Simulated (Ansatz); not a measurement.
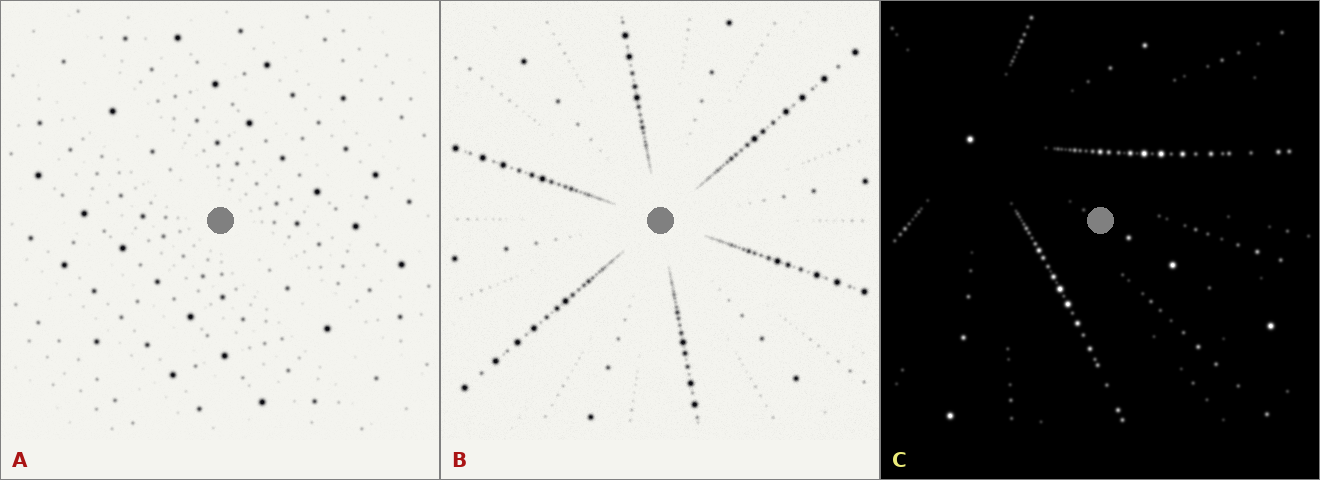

Simulated back-reflection Laue patterns (white X-rays, 0.45 to 2.2 Å, flat plate covering ±45° about the beam, kinematic intensities, seen from the source). Crystal: Ti, space group P6_3/mmc (No. 194), a = 2.93 Å, c = 9.36 Å (hexagonal axes). Structure: the end point of a relaxation with DFT, m-r2SCAN, plane waves (500 eV) with PAW, scalar-relativistic in Ansatz; the starting structure was generated, so it need not be a known form of this composition.

The directions [001], [100], [101] point towards the source, in some order. Which is which?

Answer. A: [100], symmetry 2mm (a twofold axis with two mirror lines). B: [001], symmetry 6mm (a sixfold axis with mirror lines). C: [101], symmetry m (one mirror line). The Laue class is 6/mmm.
